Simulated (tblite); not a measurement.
Frequency calculation of C5H14OSi2

The run: frequency calculation of C5H14OSi2, SMILES [SiH3]C[C@@H]1COCC[SiH2]1. Method and program: GFN2-xTB harmonic vibrations, gas phase (tblite 0.8.0).

It belongs to a series of runs on one base structure; here: H on C replaced by CH2SiH3.

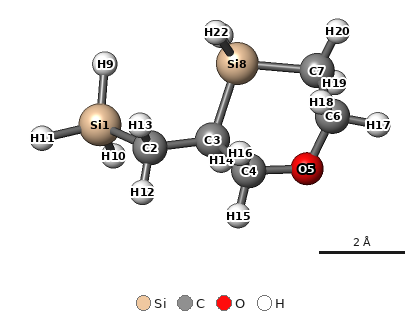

*The structure as given in the input (ball-and-stick view, seen at a tilt; atoms are numbered from 1 in the order of the input).*

Bond lengths as drawn: C–C 1.53 to 1.54 Å, C–H 1.09 to 1.10 Å, C–O 1.41 Å, C–Si 1.90 to 1.91 Å and H–Si 1.46 to 1.47 Å.

**Input file**
```
{"job": {"kind": "ir", "xc": "GFN2-xTB", "basis": "xTB"}, "charge": 0, "multiplicity": 1}
Si     3.129222     0.726427    -0.441508
C      1.779387    -0.603653    -0.573514
C      0.463141    -0.240663     0.113082
C     -0.439347    -1.481368     0.197051
O     -1.650168    -1.271193     0.882836
C     -2.608778    -0.530486     0.166506
C     -2.262957     0.952817     0.036250
Si    -0.534319     1.146360    -0.731837
H      2.714680     1.950129    -1.129708
H      3.384690     1.013243     0.972095
H      4.355356     0.210807    -1.057005
H      2.162103    -1.527725    -0.127025
H      1.586124    -0.835893    -1.623535
H      0.678930     0.056064     1.145805
H      0.065769    -2.276698     0.756611
H     -0.645408    -1.858495    -0.818297
H     -3.540213    -0.662045     0.725977
H     -2.741763    -0.968953    -0.835424
H     -2.283647     1.400194     1.030239
H     -3.034642     1.445207    -0.553649
H      0.011045     2.478237    -0.458401
H     -0.599618     0.897073    -2.180831
```

The first line tells a small driver script what to run in tblite; the rest is the geometry in Å.

Machine: 1 CPU thread, shared host.

Launch command:
```bash
OMP_NUM_THREADS=1 python <driver script> task.json out
```

**What the program printed**
```
mode    cm-1     km/mol
  1      54.7      0.22
  2      76.8      0.27
  3     129.8      0.18
  4     146.2      1.08
  5     174.0      1.12
  6     244.0      2.29
  7     284.6      7.02
  8     327.0      3.70
  9     386.6      4.16
 10     394.2      5.25
 11     472.3     41.55
 12     505.6     28.80
 13     539.8     78.77
 14     563.6      2.34
 15     580.3      4.79
 16     653.4    112.46
 17     668.9     86.64
 18     718.1     91.90
 19     765.8     26.52
 20     770.0    165.75
 21     778.5     74.84
 22     789.0    230.63
 23     794.6    396.22
 24     803.9    267.51
 25     816.5      3.40
 26     917.7     46.56
 27     961.5      3.14
 28    1001.7     23.65
 29    1027.8      8.94
 30    1057.5     40.68
 31    1085.2     24.32
 32    1107.5     72.99
 33    1119.1     28.47
 34    1153.5      9.94
 35    1189.6     15.49
 36    1236.9     17.39
 37    1258.0     17.65
 38    1293.5      0.56
 39    1303.7      2.97
 40    1314.9      2.09
 41    1343.6     14.51
 42    1354.3     22.92
 43    1464.7      2.00
 44    1475.4      0.24
 45    1479.2      0.67
 46    1492.4      1.32
 47    2200.3    263.39
 48    2245.6    316.49
 49    2252.2    349.29
 50    2254.7    198.68
 51    2265.6    395.97
 52    2837.5     50.13
 53    2846.8     80.99
 54    2916.7     45.72
 55    2925.3     29.12
 56    2931.2     86.93
 57    2946.1     54.32
 58    2963.0     44.54
 59    2987.9     49.39
 60    2999.5     27.80
```

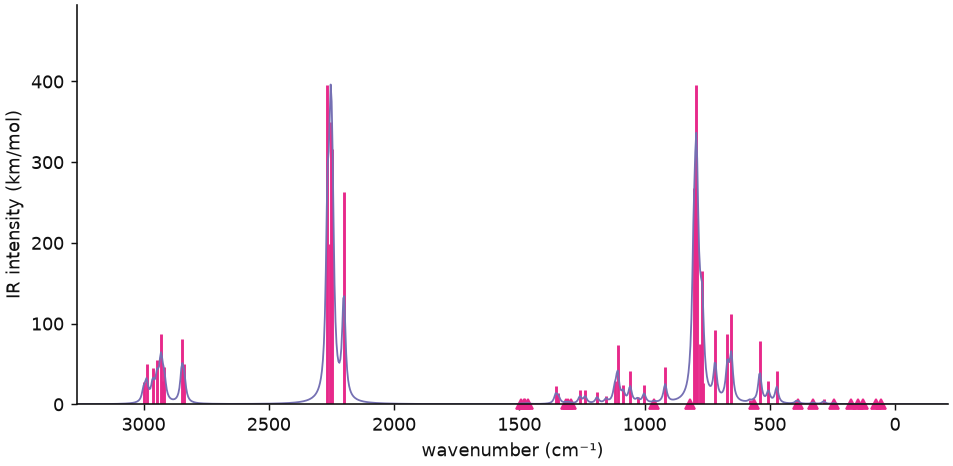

*Harmonic infrared spectrum, unscaled: sticks (degenerate modes added up, dark ones marked on the axis) with a Lorentzian envelope of 16 cm⁻¹ full width, scaled to the tallest stick.*

60 modes from 55 to 3000 cm⁻¹, none imaginary. The strongest line is at 795 cm⁻¹ (396 km/mol).

**Results in brief**

```tsv
quantity	value
outcome	converged
total energy	−690.0584 eV
zero-point energy	108.1440 kcal/mol
wall time	4.5 s
peak memory	0.18 GiB
```
